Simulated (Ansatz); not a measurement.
```yaml
crystal:
  lattice:
    - [3.39274, 0.00000, 0.00000]
    - [0.00000, 3.39274, 0.00000]
    - [0.00000, 0.00000, 13.72303]
  atoms:
    - { symbol: Na, position: [0.50000, 0.50000, 0.17915] }
    - { symbol: Na, position: [0.00000, 0.00000, 0.67915] }
    - { symbol: Na, position: [0.00000, 0.00000, 0.32085] }
    - { symbol: Na, position: [0.50000, 0.50000, 0.82085] }
    - { symbol: Zr, position: [0.00000, 0.00000, 0.00000] }
    - { symbol: Zr, position: [0.50000, 0.50000, 0.50000] }
    - { symbol: O, position: [0.50000, 0.50000, 0.35566] }
    - { symbol: O, position: [0.00000, 0.00000, 0.85566] }
    - { symbol: O, position: [0.00000, 0.00000, 0.14434] }
    - { symbol: O, position: [0.50000, 0.50000, 0.64434] }
```

Space group I4/mmm; a structure generated by program, which may or may not match a known phase.

Method: DFT PBE, scalar-relativistic, plane waves, PAW in Ansatz 0.2.0.

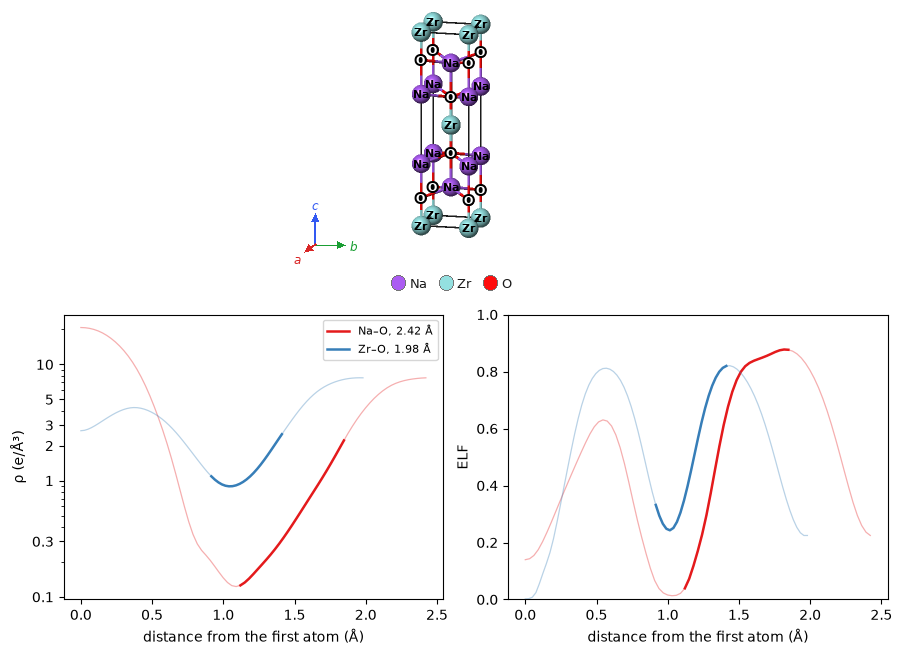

Na$_{2}$ZrO$_{2}$. Valence charge density (pseudo) and electron localisation function along straight lines between neighbouring atoms. Thin, pale parts lie inside the atomic spheres. The structure is drawn too.

Core electrons are frozen (PAW), and the valence fields are smoothed inside the atomic spheres.

Compare the contacts.

Na–O (2.42 Å): ρ at the midpoint is about 0.16 e/Å³; the ELF is about 0.15 at the midpoint; no localised pair shows between them.
Zr–O (1.98 Å): the density is about 0.93 e/Å³ at the midpoint; the ELF peaks at about 0.80 in the valence shell of O, 0.5 Å from its nucleus, and drops to about 0.25 between the two atoms (no localised pair shows between them).
